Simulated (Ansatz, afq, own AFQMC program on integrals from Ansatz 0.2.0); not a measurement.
# BSiH4 (doublet): quantum Monte Carlo beside coupled cluster at twist about Si1–B2 = 0.0°, 6-31G, part 2 of 2

Ansatz 0.2.0, Gaussian basis, and an in-house AFQMC program (afq) on its integrals; all values are calculated; 6-31G, frozen cores. The steps go on from the part before.

## (9) CCSDT(Q) on UHF

in.yaml reads:

```yaml
crystal:
  periodic: [false, false, false]
  atoms:
    - {symbol: Si, position_ang: [0.000000, 0.000000, 0.562441]}
    - {symbol: B, position_ang: [0.000000, 0.000000, -1.359948]}
    - {symbol: H, position_ang: [0.000000, 1.218724, 1.409347]}
    - {symbol: H, position_ang: [0.000000, -1.218724, 1.409347]}
    - {symbol: H, position_ang: [0.000000, 1.037036, -1.952056]}
    - {symbol: H, position_ang: [0.000000, -1.037036, -1.952056]}
basis:
  gaussian: {orbitals: 6-31G}
magnetization: {spin_polarized: true, initial_magnetization: 1}
correlation: {method: ccsdt_q, electrons: outside_noble_gas}
```

Started as:

```bash
ansatz run in.yaml --threads 1 --pin off --events-out ev --progress --plain --max-ram 1382MiB
```

Log:

```text
Functional definition: HF
  name "HF"
  cite "Fock, Z. Phys. 61, 126 (1930) doi:10.1007/BF01340294"
  parent pbe
  exchange = exact_x
  correlation = 0
677 factors; integrals over basis functions are off by at most 1.5e-7 eV
mean field evaluation 1: about -8592.8948 eV, gradient 8.0e0 eV
mean field evaluation 2: about -8592.8932 eV, gradient 8.0e0 eV
mean field evaluation 4: about -8593.6616 eV, gradient 9.3e-1 eV
mean field evaluation 8: about -8593.7027 eV, gradient 6.6e-2 eV
mean field evaluation 16: about -8593.6876 eV, gradient 5.8e-1 eV
mean field evaluation 32: about -8590.3809 eV, gradient 9.4e0 eV
mean field -8593.70286596 eV, -315.8127553030 hartree, gradient 1.5e-6 eV, S^2 0.759554; 1 other end points of the search recorded, 0 dependent functions left out
6 core orbitals not correlated: weight in the atoms' cores, before any rotation towards them, 1.000 or more for the frozen orbitals, at most 0.000 for the correlated occupied ones
reference -8593.70286596 eV, -315.8127553030 hartree; 6, 5 occupied and 18, 19 virtual orbitals, 677 factors
second order -2.66531390 eV of doubles, -0.00000000 eV of singles
cycle   1  -3.22130804 eV  change   -5.6e-1 eV  update   6.7e-2
cycle   2  -3.53993832 eV  change   -3.2e-1 eV  update   2.9e-2
cycle   3  -3.57486703 eV  change   -3.5e-2 eV  update   1.2e-2
cycle   4  -3.57817002 eV  change   -3.3e-3 eV  update   5.9e-3
cycle   5  -3.57643164 eV  change    1.7e-3 eV  update   2.0e-3
cycle   6  -3.57608298 eV  change    3.5e-4 eV  update   7.2e-4
cycle   7  -3.57615666 eV  change   -7.4e-5 eV  update   2.7e-4
cycle   8  -3.57619147 eV  change   -3.5e-5 eV  update   1.1e-4
cycle   9  -3.57615761 eV  change    3.4e-5 eV  update   4.4e-5
cycle  10  -3.57613667 eV  change    2.1e-5 eV  update   1.5e-5
cycle  11  -3.57613872 eV  change   -2.0e-6 eV  update   6.6e-6
cycle  12  -3.57614042 eV  change   -1.7e-6 eV  update   3.1e-6
cycle  13  -3.57614294 eV  change   -2.5e-6 eV  update   1.1e-6
cycle  14  -3.57614341 eV  change   -4.6e-7 eV  update   3.9e-7
perturbative correction -0.00189790 eV, -0.0000697464 hartree
Total energy: -8597.28090726 eV, -315.9442458956 hartree
```

Wall time 19 s (1 thread of AMD EPYC (Zen 3), shared host).

From the report: ⟨S²⟩ of the determinant 0.760 (pure doublet: 0.75); correlation -3.5780 eV; T1 0.016; largest double amplitude 0.04.

## (10) Phaseless AFQMC, CISD trial on UHF

It reads the integrals that the CCSD(T) run on this determinant wrote.

Started as:

```bash
afq ham --method phaseless --trial cisd --walkers 80 --populations 1 --least-time 40 --time-step 0.005 --steps-per-block 50 --equilibration-blocks 28 --max-blocks 300 --target-error 0.0004 --factor-cut 1e-05 --start spin_pure --seed 4779 --release-times 0.24,0.51,0.99,1.62,2.4 --release-step 0.03 --release-every 4 --taylor-order 6
```

Log:

```text
orbitals 24  electrons 6 5  factors 172 of 394
reference energy -315.81275201 Eh
CCSD correlation -0.12824710 Eh in 10 cycles, weight of the determinant in the CISD state 0.9127
energy of the start -315.940860 Eh
 block  time / (1/Eh)  mean weight  energy / Eh
     1     0.250  0.9996  -315.939625
     2     0.500  1.0000  -315.939805
     3     0.750  0.9995  -315.940581
     4     1.000  0.9999  -315.940455
     5     1.250  0.9998  -315.941557
     6     1.500  1.0008  -315.940702
     7     1.750  1.0008  -315.941510
     8     2.000  1.0006  -315.941527
     9     2.250  0.9998  -315.942145
    10     2.500  1.0002  -315.942159
    13     3.250  0.9996  -315.942134
    17     4.250  0.9998  -315.944187
    21     5.250  1.0001  -315.945682
    25     6.250  1.0001  -315.943818
    29     7.250  1.0005  -315.946604
    33     8.250  1.0004  -315.943175
    37     9.250  0.9997  -315.942830
    41    10.250  0.9996  -315.942630
    45    11.250  1.0011  -315.944353
    49    12.250  0.9996  -315.944770
    53    13.250  0.9989  -315.944620
    57    14.250  1.0014  -315.943620
    61    15.250  1.0004  -315.945412
    65    16.250  0.9996  -315.944255
    69    17.250  0.9996  -315.947326
    73    18.250  1.0003  -315.945371
    77    19.250  0.9990  -315.944974
    81    20.250  0.9983  -315.945950
    85    21.250  1.0000  -315.944459
    89    22.250  1.0007  -315.942831
    93    23.250  1.0008  -315.943743
    97    24.250  1.0018  -315.944167
   101    25.250  0.9993  -315.943848
   105    26.250  1.0017  -315.943753
   109    27.250  1.0010  -315.942846
   113    28.250  1.0020  -315.944133
   117    29.250  0.9997  -315.944991
   121    30.250  1.0009  -315.943291
   125    31.250  1.0005  -315.942065
   129    32.250  1.0001  -315.944670
   133    33.250  0.9994  -315.944438
   137    34.250  0.9988  -315.945134
   141    35.250  1.0011  -315.944597
   145    36.250  0.9994  -315.943389
   149    37.250  0.9997  -315.943985
   153    38.250  0.9978  -315.943608
   157    39.250  1.0006  -315.942668
   161    40.250  0.9998  -315.941118
   165    41.250  1.0000  -315.941632
   169    42.250  1.0007  -315.943531
   173    43.250  0.9999  -315.948281
   177    44.250  0.9988  -315.943437
   181    45.250  1.0000  -315.947055
   185    46.250  1.0008  -315.944788
blocks merged  error / Eh  count
     1  0.000123  160
     2  0.000162  80
     4  0.000202  40
     8  0.000205  20
    16  0.000160  10
released: time / (1/Eh)  energy / Eh  error  mean overlap
  0.24  -315.944079  0.000225  1.0009
  0.51  -315.944327  0.000208  0.9907
  0.99  -315.944100  0.000181  0.9998
  1.62  -315.944003  0.000234  1.0111
  2.40  -315.944299  0.000221  1.0017
energy -315.944134 +/- 0.000205 Eh
```

It took 5.9 min on 1 thread of AMD EPYC (Zen 3), shared host.

Energy -8597.2779 ± 0.0056 eV. Caveats: constraint bias not in the error.

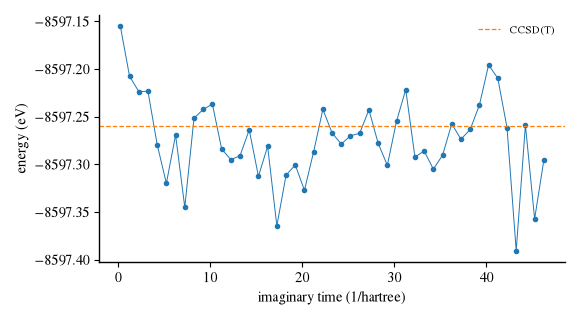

Block energies along the walk.

## (11) Phaseless AFQMC, single-determinant trial on UHF

It reads the integrals that the CCSD(T) run on this determinant wrote.

Started as:

```bash
afq ham --method phaseless --trial hf --walkers 160 --populations 1 --least-time 40 --time-step 0.005 --steps-per-block 20 --equilibration-blocks 112 --max-blocks 600 --target-error 0.0012000000000000001 --factor-cut 1e-05 --start spin_pure --seed 1501 --taylor-order 6
```

Log:

```text
orbitals 24  electrons 6 5  factors 172 of 394
reference energy -315.81275201 Eh
CCSD correlation -0.12824710 Eh in 10 cycles, weight of the determinant in the CISD state 0.9127
energy of the start -315.812957 Eh
 block  time / (1/Eh)  mean weight  energy / Eh
     1     0.100  1.0006  -315.832764
     2     0.200  1.0008  -315.850968
     3     0.300  1.0008  -315.864872
     4     0.400  1.0014  -315.876174
     5     0.500  1.0005  -315.887372
     6     0.600  1.0008  -315.894098
     7     0.700  0.9996  -315.900055
     8     0.800  1.0000  -315.904646
     9     0.900  1.0011  -315.914399
    10     1.000  1.0010  -315.917380
    13     1.300  0.9993  -315.928298
    25     2.500  1.0005  -315.936987
    37     3.700  0.9997  -315.938133
    49     4.900  0.9995  -315.939713
    61     6.100  1.0006  -315.945044
    73     7.300  0.9997  -315.945276
    85     8.500  0.9999  -315.946705
    97     9.700  0.9993  -315.948908
   109    10.900  1.0001  -315.946637
   121    12.100  0.9998  -315.949021
   133    13.300  1.0004  -315.960783
   145    14.500  1.0006  -315.948958
   157    15.700  0.9994  -315.944267
   169    16.900  1.0003  -315.943542
   181    18.100  0.9998  -315.946115
   193    19.300  0.9991  -315.944963
   205    20.500  1.0003  -315.940738
   217    21.700  0.9995  -315.951444
   229    22.900  1.0001  -315.949872
   241    24.100  1.0003  -315.953304
   253    25.300  1.0007  -315.934928
   265    26.500  1.0001  -315.927173
   277    27.700  1.0003  -315.956365
   289    28.900  1.0004  -315.950716
   301    30.100  0.9983  -315.933565
   313    31.300  1.0007  -315.942389
   325    32.500  0.9994  -315.933106
   337    33.700  0.9996  -315.948475
   349    34.900  1.0003  -315.935202
   361    36.100  1.0004  -315.943607
   373    37.300  0.9993  -315.947727
   385    38.500  1.0006  -315.939848
   397    39.700  0.9998  -315.949683
   409    40.900  1.0007  -315.945752
   421    42.100  0.9997  -315.951692
   433    43.300  1.0007  -315.957283
   445    44.500  1.0016  -315.948237
   457    45.700  1.0007  -315.954961
   469    46.900  1.0001  -315.949112
   481    48.100  0.9996  -315.950831
   493    49.300  0.9992  -315.941957
   505    50.500  1.0006  -315.941659
blocks merged  error / Eh  count
     1  0.000434  400
     2  0.000578  200
     4  0.000763  100
     8  0.000976  50
    16  0.001134  25
    32  0.000774  12
energy -315.946893 +/- 0.001134 Eh
```

It took 5.2 min on 1 thread of AMD EPYC (Zen 3), shared host.

Energy -8597.3529 ± 0.0309 eV. Caveats: constraint bias not in the error.

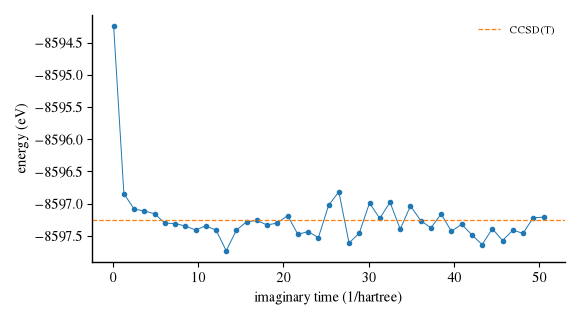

Block energies along the walk.

## (12) Free-projection AFQMC, CISD trial on UHF

It reads the integrals that the CCSD(T) run on this determinant wrote.

Started as:

```bash
afq ham --method free --trial cisd --walkers 80 --time-step 0.03 --max-blocks 80 --target-error 0.0004 --factor-cut 1e-05 --seed 1380 --times 0,0.21,0.42,0.81,1.2,1.8,2.4,3 --taylor-order 8
```

Log:

```text
orbitals 24  electrons 6 5  factors 172 of 394
reference energy -315.81275201 Eh
CCSD correlation -0.12824710 Eh in 10 cycles, weight of the determinant in the CISD state 0.9127
repeat  energy at the last time / Eh  error
    10  -315.944049  0.000470
    20  -315.944384  0.000333
    30  -315.944432  0.000261
time / (1/Eh)  energy / Eh  error  mean overlap
  0.00  -315.940925  0.000105  1.0947
  0.21  -315.942187  0.000133  1.0888
  0.42  -315.942800  0.000123  1.0960
  0.81  -315.943452  0.000158  1.0974
  1.20  -315.943930  0.000155  1.0903
  1.80  -315.943867  0.000158  1.1017
  2.40  -315.944174  0.000198  1.0858
  3.00  -315.944384  0.000255  1.0787
energy -315.944384 +/- 0.000255 Eh
```

It took 2.3 min on 1 thread of AMD EPYC (Zen 3), shared host.

Energy -8597.2847 ± 0.0069 eV. Caveats: remainder of the start not in the error.

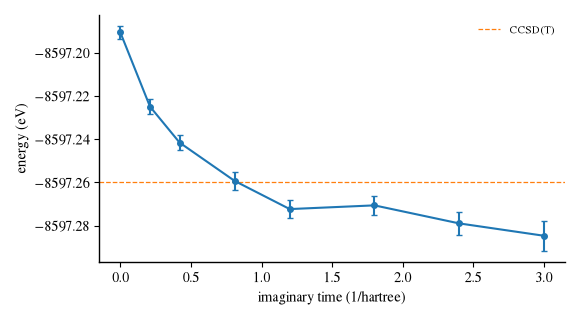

Energy against projection time, with error bars.

## (13) All levels side by side

On the UHF determinant, counted from CCSDT(Q) (a yardstick, not exact):

```tsv
level	energy (eV)	from CCSDT(Q) (kcal/mol)	statistical error (kcal/mol)	time
HF	-8593.7028	+82.51		
MP2	-8596.3681	+21.05		
CCSD	-8597.1926	+2.04		
CCSD(T)	-8597.2596	+0.49		
CCSDT(Q)	-8597.2809	0.00		
Phaseless AFQMC, CISD trial, step 0.005, 80 walkers	-8597.2779	+0.07	0.13	5.9 min
Phaseless AFQMC, single-determinant trial, step 0.005, 160 walkers	-8597.3529	-1.66	0.71	5.2 min
Free-projection AFQMC, CISD trial, step 0.03, 80 walkers	-8597.2847	-0.09	0.16	2.3 min
```

The functionals' totals stand on their own zeros and serve differences with other points: PBE -8610.130 eV; r2SCAN -8614.305 eV; PBE0 -8611.152 eV; B3LYP -8616.411 eV; wB97M-V -8614.145 eV; B2PLYP -8610.155 eV.

## (14) What came out

The summary covers parts 1 to 2.

| quantity | value |
| --- | --- |
| CCSD(T) on UHF from CCSDT(Q) | +0.49 kcal/mol |
| Phaseless AFQMC, CISD trial on UHF from CCSDT(Q) | +0.07 ± 0.13 kcal/mol |
| Phaseless AFQMC, single-determinant trial on UHF from CCSDT(Q) | -1.66 ± 0.71 kcal/mol |
| Free-projection AFQMC, CISD trial on UHF from CCSDT(Q) | -0.09 ± 0.16 kcal/mol |

What this shows: On UHF the phaseless walk with the CISD trial lies +0.07 kcal/mol from CCSDT(Q), within three error bars. Free projection has no constraint; at the last time it gives -0.09 ± 0.16 kcal/mol, and from a start that isn't spin pure other spins can mix in. Error bars are statistical and leave out the constraint, the time step and what remains of the start.
